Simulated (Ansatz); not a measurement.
## Electronic structure of ClH$_{6}$NSi$_{2}$···NH$_{3}$ in real space

The calculation's input:

```
crystal:
  periodic: [false, false, false]
  atoms:
    - { symbol: Si, position_ang: [-0.115064, 0.247652, -0.051851] }
    - { symbol: Cl, position_ang: [-0.130418, 0.628542, 2.040734] }
    - { symbol: Si, position_ang: [2.089373, 0.220562, -0.835282] }
    - { symbol: H, position_ang: [2.311383, -0.943875, -1.7138] }
    - { symbol: H, position_ang: [2.323901, 1.442883, -1.645104] }
    - { symbol: H, position_ang: [3.075792, 0.219696, 0.260143] }
    - { symbol: "N", position_ang: [-0.974678, 1.465735, -0.903525] }
    - { symbol: H, position_ang: [-1.966616, 1.54916, -0.816858] }
    - { symbol: H, position_ang: [-0.557151, 2.352469, -1.092131] }
    - { symbol: H, position_ang: [-0.89704, -0.984664, -0.195165] }
    - { symbol: "N", position_ang: [1.356082, -2.106649, 1.153517] }
    - { symbol: H, position_ang: [0.883928, -2.968172, 0.950648] }
    - { symbol: H, position_ang: [2.307529, -2.335278, 1.376408] }
    - { symbol: H, position_ang: [0.935179, -1.71746, 2.004268] }
basis:
  gaussian: { orbitals: "6-31G*" }
hamiltonian:
  xc: hf
relax:
  f_tol: 0.03
  max_steps: 50
output:
  orbitals: {}
```

Launched as:

```sh
ansatz run input.yaml --threads 2 --pin off --max-ram 3072MiB --backend cpu --events-out ev --progress --plain --runs-dir out
```

The fields are those of the relaxed geometry.

These are results of RHF/6-31G* in Ansatz, not measurements.

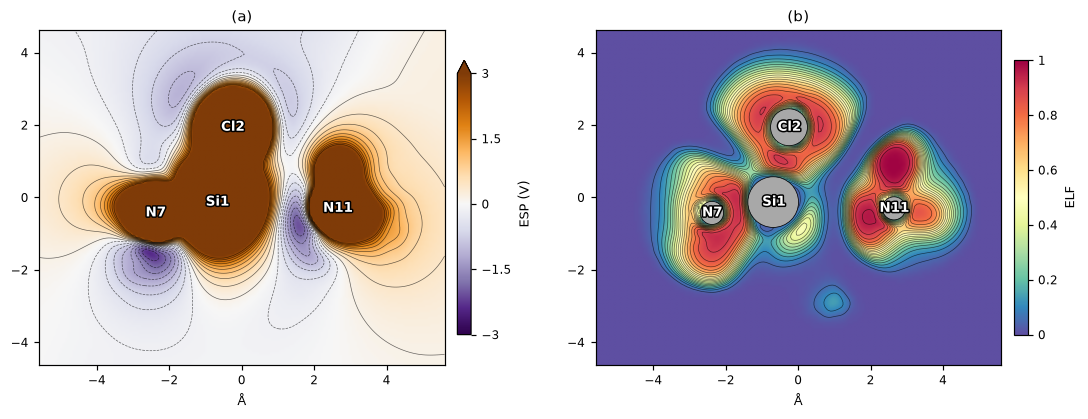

Figure 1. (a) electrostatic potential; (b) electron localisation function on the plane of atoms Cl2, Si1 and N7. Grey discs cover the atomic cores in the ELF map.

> Read the bonding off the picture.

The section cuts through Si, Cl and N sites. Si–N (1.72 Å): the ELF peaks at about 0.90 between the atoms, as expected for a shared but strongly polarised pair. Si–Cl (2.11 Å): the ELF peaks at about 0.90 between the atoms (a shared but strongly polarised pair). The ELF also peaks beside N7 and Cl2, away from the bonds: lone-pair regions. Outside the dense part of the complex the potential is most negative (−2.2 V) near N7.

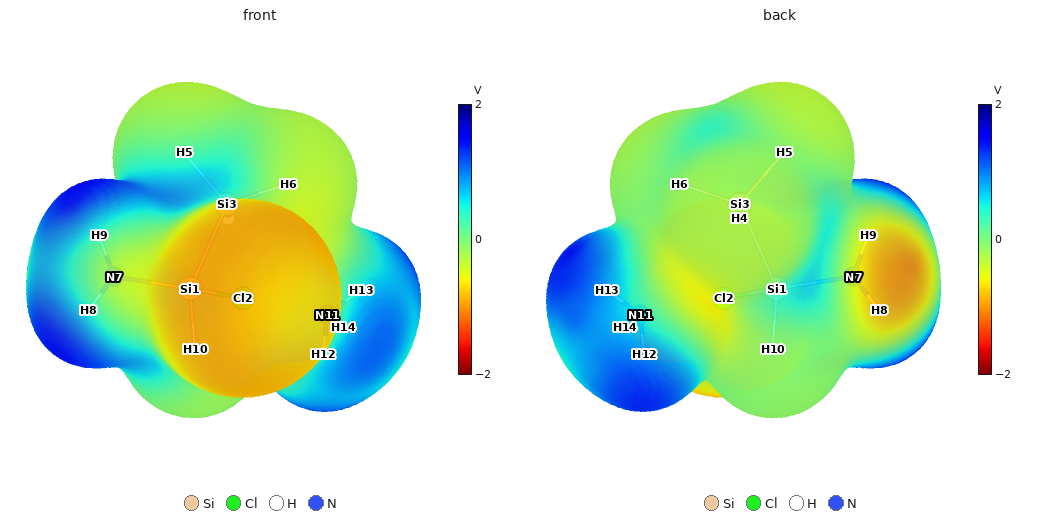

Figure 2. The electrostatic potential painted on the density surface at 0.001 e/bohr³, seen from the front and from behind; red is negative and blue positive.

> Which sites attract a positive test charge, and which a negative one?

A positive charge is drawn to the negative regions and a negative charge to the positive ones. The most negative region (about −1.0 V, or −23 kcal/mol for a unit charge) lies over N7, the most positive (about +1.5 V, or +35 kcal/mol for a unit charge) over H8, H9 and H13. N7 is the likeliest acceptor of a hydrogen bond.

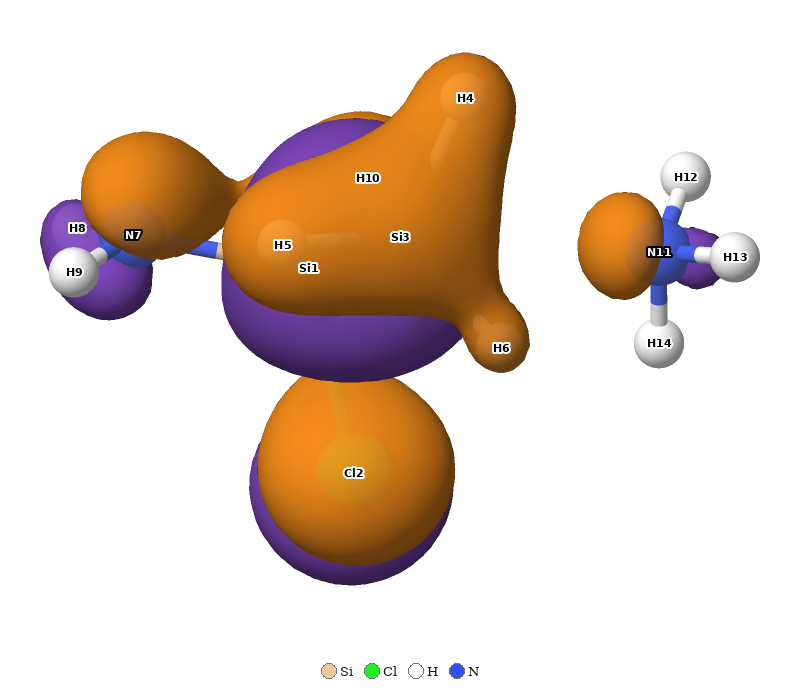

Figure 3. The HOMO at ±0.1 Å⁻³ᐟ² (orange and purple are the two phases), seen from one side.

> What is the character of this orbital?

By Hirshfeld shares it lies mainly on Si3 (about 30 %), Si1 (about 25 %) and Cl2 (about 25 %). Its energy is −10.49 eV.
